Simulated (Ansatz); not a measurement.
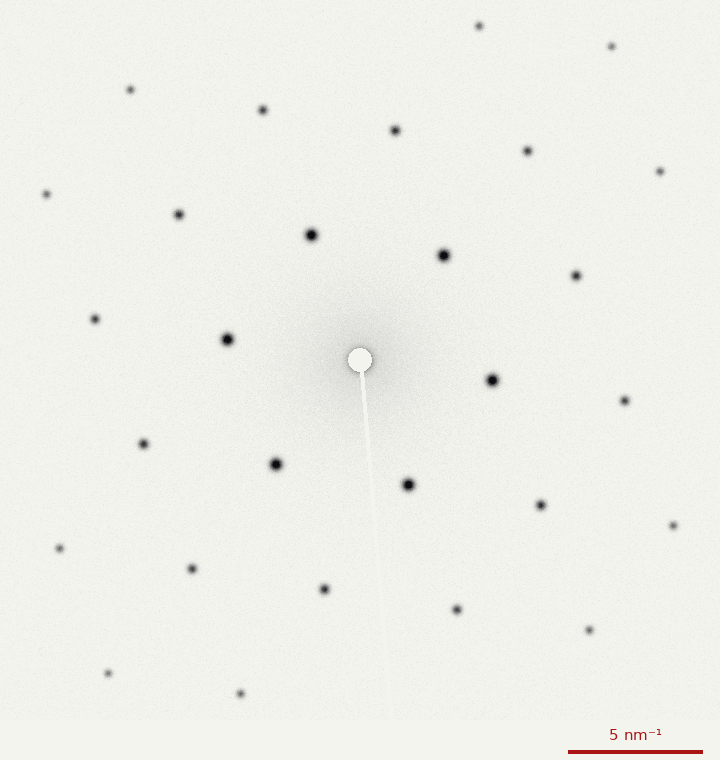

Kinematic zone-axis pattern, calculated for 300 keV electrons with B = 0.5 Å².

Phase: BiMo, space group F-43m (No. 216), a = 5.629 Å. Structure: the input geometry of an electronic-structure calculation (not necessarily at equilibrium); the starting structure was generated, so it need not be a known form of this composition.

```
Mo Bi
1.0
     5.62902    0.00000    0.00000
     0.00000    5.62902    0.00000
     0.00000    0.00000    5.62902
Mo Bi
4 4
Direct
  0.00000 0.00000 0.00000
  0.00000 0.50000 0.50000
  0.50000 0.00000 0.50000
  0.50000 0.50000 0.00000
  0.25000 0.25000 0.75000
  0.25000 0.75000 0.25000
  0.75000 0.25000 0.25000
  0.75000 0.75000 0.75000
```

> Which low-index zone axis gives this pattern?

The spots form a hexagonal net with both shortest vectors at d = 1.99 Å, 60.0° apart. They index as -2 2 0 and -2 0 2, so the zone axis is [111] (or an equivalent direction of <111>).
